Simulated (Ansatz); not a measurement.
## Run report: Zn₃H₆O₆ (charge −1), geometry relaxation (part 1 of 2)

- system: Zn₃H₆O₆, charge −1, multiplicity 2
- method: UKS r2SCAN-D4/def2-SVP (Ansatz 0.2.0)

The geometry: r2SCAN-D4/def2-SVP start. Figures and captions count atoms from 1; the log counts them from 0 in places.

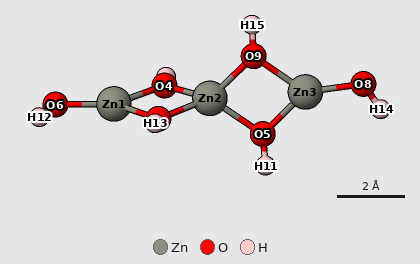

*The input geometry (ball-and-stick view, seen at a tilt; atoms are numbered from 1 in the order of the input). Sticks mark near contacts.*

Bond lengths as drawn: H–O 0.96 to 0.97 Å and O–Zn 1.79 to 1.95 Å.

**Results in brief**

```tsv
quantity	value
outcome	converged
total energy	−157607.6684 eV
mean-field energy	−157607.5606 eV
dispersion energy	−0.1079 eV
⟨S²⟩	0.751
HOMO (either spin)	1.96 eV
LUMO (either spin)	2.50 eV
largest force (length of the vector) at the end	0.017 eV/Å
hardware	2 CPU threads, shared host
wall time	45 s (CPU time 53 s)
peak memory	0.92 GiB
```

**Notes**

The highest filled orbital lies above zero: either the extra electron isn't bound at this level, or the self-interaction error of the functional lifts the level.

**The input**
```yaml
crystal:
  periodic: [false, false, false]
  atoms:
    - {symbol: Zn, position_ang: [-0.309058, 1.874820, -2.216781]}
    - {symbol: Zn, position_ang: [0.064921, 0.012925, 0.000586]}
    - {symbol: Zn, position_ang: [0.386039, -1.809456, 2.256699]}
    - {symbol: O, position_ang: [1.123345, 0.976865, -1.311056]}
    - {symbol: O, position_ang: [0.130932, -1.903648, 0.351120]}
    - {symbol: O, position_ang: [-0.402511, 3.045280, -3.572468]}
    - {symbol: O, position_ang: [-1.388177, 0.882327, -0.968441]}
    - {symbol: O, position_ang: [0.587078, -2.820438, 3.724357]}
    - {symbol: O, position_ang: [0.340442, 0.080798, 1.924408]}
    - {symbol: H, position_ang: [2.054734, 0.936116, -1.543302]}
    - {symbol: H, position_ang: [-0.211761, -2.631054, -0.175830]}
    - {symbol: H, position_ang: [-1.314238, 3.274587, -3.790745]}
    - {symbol: H, position_ang: [-2.292538, 1.052981, -0.690547]}
    - {symbol: H, position_ang: [0.582631, -3.763205, 3.517836]}
    - {symbol: H, position_ang: [0.648161, 0.791102, 2.494174]}
basis:
  gaussian: {orbitals: def2-SVP}
total_charge: -1
magnetization: {spin_polarized: true, initial_magnetization: 1}
hamiltonian: {xc: r2scan, dispersion: d4}
scf: {lower_state_search: "off"}
output: {orbitals: {seedname: orbitals}}
relax: {f_tol: 0.03, max_steps: 70}
```

Run as:
```bash
ansatz run in.yaml --threads 2 --pin off --events-out ev --progress --plain --max-ram 32768MiB --backend cuda --devices 0, --max-vram 18GiB
```

**The program's output**
```
Functional definition: r2SCAN
  name "r2SCAN"
  cite "Furness, Kaplan, Ning, Perdew & Sun, J. Phys. Chem. Lett. 11, 8208 (2020) doi:10.1021/acs.jpclett.0c02405"
  cite "Furness, Kaplan, Ning, Perdew & Sun, J. Phys. Chem. Lett. 11, 9248 (2020) doi:10.1021/acs.jpclett.0c03077"
  parent r2scan
  parameter k0 = 0.174
  parameter k1 = 0.065
  parameter a1 = 4.9479
  exchange = r2scan_x(k0 = k0, k1 = k1, a1 = a1)
  correlation = r2scan_c
these checks for a lower state are left out or cut short: stability, starts, cluster_reference, orbital_swaps, neighbouring_geometries, increment
2280 factors; their error is unknown
mean field evaluation 1: about -157585.9210 eV, gradient 8.1e1 eV
mean field evaluation 2: about -157504.9259 eV, gradient 1.7e2 eV
mean field evaluation 4: about -157606.9476 eV, gradient 1.2e1 eV
mean field evaluation 8: about -157607.4589 eV, gradient 2.5e-1 eV
mean field evaluation 16: about -157607.3620 eV, gradient 1.5e-3 eV
mean field -157607.36203038 eV, -5791.9637245097 hartree, gradient 5.9e-6 eV, S^2 0.750879; 0 other end points of the search recorded, 0 dependent functions left out
the calculation of the forces begins
reference -157607.36207073 eV, -5791.9637259924 hartree; 73, 72 occupied and 134, 135 virtual orbitals, 2280 factors
relax step   1: F+E_penalty+E_count = -157607.46894263 eV  Δ(F+E_penalty+E_count) = +0.000e0 eV  max|allowed force component| = 7.628e-1 eV/Å  Δτ_max = 0.0000 Å  (20 SCF iters, accepted)
these checks for a lower state are left out or cut short: stability, starts, cluster_reference, orbital_swaps, neighbouring_geometries, increment
2280 factors; their error is unknown
mean field -157607.40709497 eV, -5791.9653806025 hartree, gradient 9.8e-7 eV, S^2 0.750915; 0 other end points of the search recorded, 0 dependent functions left out
the calculation of the forces begins
reference -157607.40713535 eV, -5791.9653820864 hartree; 73, 72 occupied and 134, 135 virtual orbitals, 2280 factors
relax step   2: F+E_penalty+E_count = -157607.51346700 eV  Δ(F+E_penalty+E_count) = -4.452e-2 eV  max|allowed force component| = 4.752e-1 eV/Å  Δτ_max = 0.0213 Å  (22 SCF iters, accepted)
these checks for a lower state are left out or cut short: stability, starts, cluster_reference, orbital_swaps, neighbouring_geometries, increment
2280 factors; their error is unknown
mean field evaluation 32: about -157607.3929 eV, gradient 5.4e0 eV
mean field -157607.45294546 eV, -5791.9670655772 hartree, gradient 3.2e-6 eV, S^2 0.750976; 0 other end points of the search recorded, 0 dependent functions left out
the calculation of the forces begins
reference -157607.45298582 eV, -5791.9670670603 hartree; 73, 72 occupied and 134, 135 virtual orbitals, 2280 factors
relax step   3: F+E_penalty+E_count = -157607.55850756 eV  Δ(F+E_penalty+E_count) = -4.504e-2 eV  max|allowed force component| = 3.820e-1 eV/Å  Δτ_max = 0.0557 Å  (21 SCF iters, accepted)
these checks for a lower state are left out or cut short: stability, starts, cluster_reference, orbital_swaps, neighbouring_geometries, increment
2280 factors; their error is unknown
mean field -157607.52465028 eV, -5791.9697006805 hartree, gradient 2.3e-6 eV, S^2 0.750990; 0 other end points of the search recorded, 0 dependent functions left out
the calculation of the forces begins
reference -157607.52469066 eV, -5791.9697021646 hartree; 73, 72 occupied and 134, 135 virtual orbitals, 2280 factors
relax step   4: F+E_penalty+E_count = -157607.63155405 eV  Δ(F+E_penalty+E_count) = -7.305e-2 eV  max|allowed force component| = 1.625e-1 eV/Å  Δτ_max = 0.2000 Å  (26 SCF iters, accepted)
these checks for a lower state are left out or cut short: stability, starts, cluster_reference, orbital_swaps, neighbouring_geometries, increment
2280 factors; their error is unknown
mean field -157607.55574837 eV, -5791.9708435144 hartree, gradient 2.3e-6 eV, S^2 0.750927; 0 other end points of the search recorded, 0 dependent functions left out
the calculation of the forces begins
reference -157607.55578880 eV, -5791.9708450002 hartree; 73, 72 occupied and 134, 135 virtual orbitals, 2280 factors
relax step   5: F+E_penalty+E_count = -157607.66339486 eV  Δ(F+E_penalty+E_count) = -3.184e-2 eV  max|allowed force component| = 5.697e-2 eV/Å  Δτ_max = 0.1474 Å  (26 SCF iters, accepted)
these checks for a lower state are left out or cut short: stability, starts, cluster_reference, orbital_swaps, neighbouring_geometries, increment
2280 factors; their error is unknown
mean field -157607.55904823 eV, -5791.9709647821 hartree, gradient 1.1e-6 eV, S^2 0.750932; 0 other end points of the search recorded, 0 dependent functions left out
the calculation of the forces begins
reference -157607.55908866 eV, -5791.9709662677 hartree; 73, 72 occupied and 134, 135 virtual orbitals, 2280 factors
relax step   6: F+E_penalty+E_count = -157607.66696985 eV  Δ(F+E_penalty+E_count) = -3.575e-3 eV  max|allowed force component| = 3.608e-2 eV/Å  Δτ_max = 0.0553 Å  (21 SCF iters, accepted)
these checks for a lower state are left out or cut short: stability, starts, cluster_reference, orbital_swaps, neighbouring_geometries, increment
2280 factors; their error is unknown
mean field evaluation 64: about -157607.5598 eV, gradient 8.4e-2 eV
mean field -157607.55985338 eV, -5791.9709943707 hartree, gradient 2.4e-6 eV, S^2 0.750930; 0 other end points of the search recorded, 0 dependent functions left out
the calculation of the forces begins
reference -157607.55989384 eV, -5791.9709958576 hartree; 73, 72 occupied and 134, 135 virtual orbitals, 2280 factors
relax step   7: F+E_penalty+E_count = -157607.66770279 eV  Δ(F+E_penalty+E_count) = -7.329e-4 eV  max|allowed force component| = 3.508e-2 eV/Å  Δτ_max = 0.0308 Å  (21 SCF iters, accepted)
these checks for a lower state are left out or cut short: stability, starts, cluster_reference, orbital_swaps, neighbouring_geometries, increment
2280 factors; their error is unknown
mean field -157607.56021398 eV, -5791.9710076224 hartree, gradient 2.7e-6 eV, S^2 0.750929; 0 other end points of the search recorded, 0 dependent functions left out
the calculation of the forces begins
reference -157607.56025442 eV, -5791.9710091086 hartree; 73, 72 occupied and 134, 135 virtual orbitals, 2280 factors
relax step   8: F+E_penalty+E_count = -157607.66808319 eV  Δ(F+E_penalty+E_count) = -3.804e-4 eV  max|allowed force component| = 1.797e-2 eV/Å  Δτ_max = 0.0233 Å  (21 SCF iters, accepted)
these checks for a lower state are left out or cut short: stability, starts, cluster_reference, orbital_swaps, neighbouring_geometries, increment
2280 factors; their error is unknown
mean field -157607.56030896 eV, -5791.9710111130 hartree, gradient 1.5e-6 eV, S^2 0.750925; 0 other end points of the search recorded, 0 dependent functions left out
the calculation of the forces begins
reference -157607.56034938 eV, -5791.9710125985 hartree; 73, 72 occupied and 134, 135 virtual orbitals, 2280 factors
relax step   9: F+E_penalty+E_count = -157607.66816542 eV  Δ(F+E_penalty+E_count) = -8.223e-5 eV  max|allowed force component| = 6.064e-2 eV/Å  Δτ_max = 0.0379 Å  (21 SCF iters, accepted)
these checks for a lower state are left out or cut short: stability, starts, cluster_reference, orbital_swaps, neighbouring_geometries, increment
2280 factors; their error is unknown
mean field -157607.56053521 eV, -5791.9710194275 hartree, gradient 2.2e-6 eV, S^2 0.750924; 0 other end points of the search recorded, 0 dependent functions left out
the calculation of the forces begins
reference -157607.56057562 eV, -5791.9710209126 hartree; 73, 72 occupied and 134, 135 virtual orbitals, 2280 factors
relax step  10: F+E_penalty+E_count = -157607.66840696 eV  Δ(F+E_penalty+E_count) = -2.415e-4 eV  max|allowed force component| = 1.241e-2 eV/Å  Δτ_max = 0.0138 Å  (16 SCF iters, accepted)
```

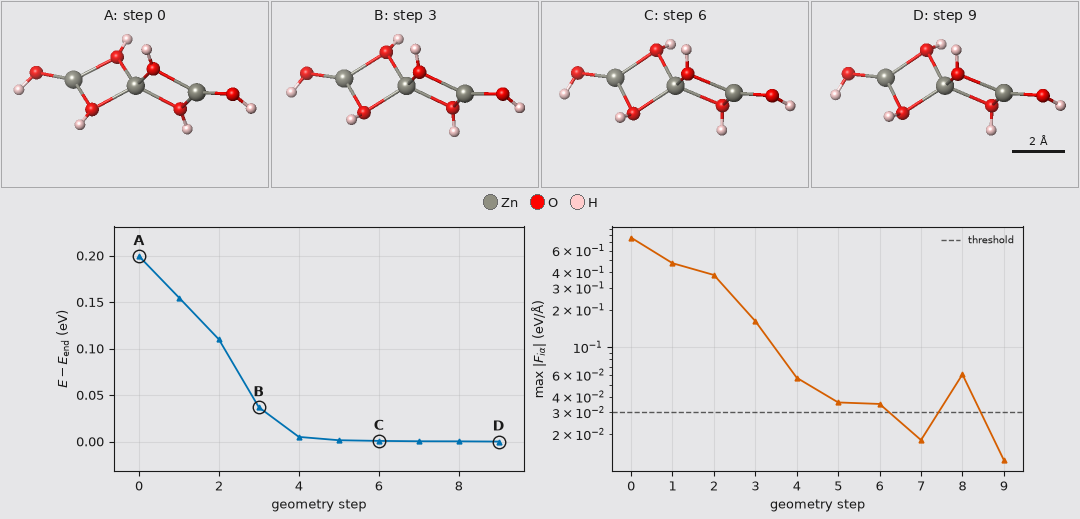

*Frames of the relaxation (ball-and-stick view, seen at a tilt) above the curves, on which the letters mark them (the first geometry is step 0 here and step 1 in the log).*

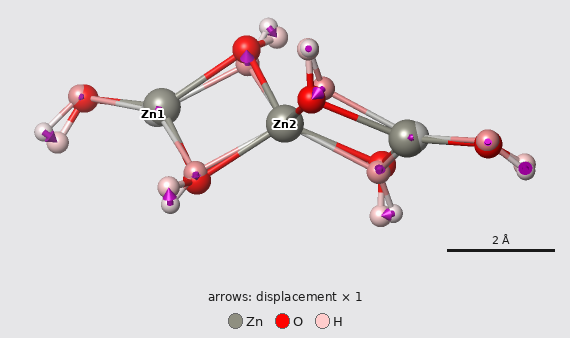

*Start (faint) and end (solid) with the displacements as pink arrows, at true length (ball-and-stick view, seen at a tilt). The two geometries are laid on each other by the best rigid fit.*

O9 moves most after the best rigid fit: 0.37 Å. Largest moves by element: O 0.37 Å, H 0.36 Å, Zn 0.13 Å. Distances before and after: Zn2–O4 1.942 → 1.990 Å, Zn3–O5 1.925 → 1.973 Å, Zn1–O7 1.926 → 1.971 Å, Zn1–O6 1.793 → 1.834 Å. Among the angles that change: Zn2–O7–H13 129.5° → 112.0°, Zn2–O5–H11 129.3° → 112.4°, Zn2–O4–H10 132.1° → 115.5°. Over 9 geometry steps the energy falls by 0.199 eV. The largest force component goes from 0.76 to 0.012 eV/Å. (Atoms are counted from 1 in the order of the input.)

```
Total energy: -157607.66844737 eV, -5791.9749851263 hartree
Atom 0 at    -0.225810     1.851487    -2.126401 Å, force    -0.002428     0.003008    -0.003428 eV/Å
Atom 1 at     0.037909     0.044484     0.031353 Å, force     0.000122     0.002499     0.003483 eV/Å
Atom 2 at     0.315328    -1.731645     2.212637 Å, force     0.001481    -0.007020    -0.001307 eV/Å
Atom 3 at     1.261090     1.178691    -1.053398 Å, force    -0.006634     0.004857     0.005593 eV/Å
Atom 4 at     0.321675    -1.912926     0.248141 Å, force     0.008480     0.005690     0.007102 eV/Å
Atom 5 at    -0.388583     2.952096    -3.584506 Å, force     0.009261    -0.006502     0.008916 eV/Å
Atom 6 at    -1.471905     0.775407    -1.042000 Å, force     0.003441    -0.003904    -0.006589 eV/Å
Atom 7 at     0.580363    -2.873270     3.623179 Å, force    -0.001445     0.012405     0.000609 eV/Å
Atom 8 at     0.000737     0.184842     2.017468 Å, force     0.009769     0.010902     0.006840 eV/Å
Atom 9 at     1.965825     0.703225    -1.524413 Å, force     0.007511    -0.002458    -0.006454 eV/Å
Atom 10 at    -0.406641    -2.436940    -0.128943 Å, force    -0.009351    -0.005800    -0.004177 eV/Å
Atom 11 at    -1.328282     2.939852    -3.819937 Å, force    -0.007333     0.000742    -0.003483 eV/Å
Atom 12 at    -2.099416     1.277430    -0.492991 Å, force    -0.004368     0.005148     0.003331 eV/Å
Atom 13 at     0.778710    -3.736340     3.230343 Å, force     0.001482    -0.008661    -0.002731 eV/Å
Atom 14 at     0.659000     0.783606     2.409479 Å, force    -0.009988    -0.010907    -0.007703 eV/Å
Dipole moment:    -0.186036    -0.180017    -0.125503 e Å
Checks for a lower state left out: stability, starts, cluster_reference, orbital_swaps, neighbouring_geometries, increment
```
